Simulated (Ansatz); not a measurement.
Start from CuI in the zinc blende structure (space group F-43m, No. 216; a = 6.079 Å).

Now apply this change: every lattice vector is stretched by 5.68 %, atoms relaxed at fixed cell.

All numbers come from plane-wave PAW DFT at the PBE level (Ansatz, a first-principles code, 420 eV), no spin-orbit coupling.

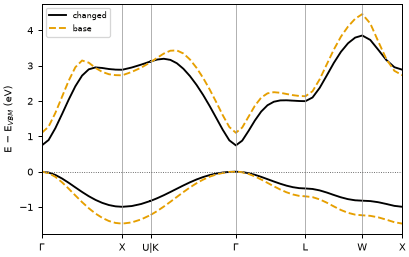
Figure. Highest valence and lowest conduction band along the path, each from its own valence-band maximum

**Question.** Read the changed gap and its character from the plot.

**Answer.** About 0.7 eV, direct at Γ.

Spin-orbit coupling, missing from the scalar runs, can matter with I. The cells carry an imposed strain or load. No phonon test of stability was made. All final runs are without spin polarisation.
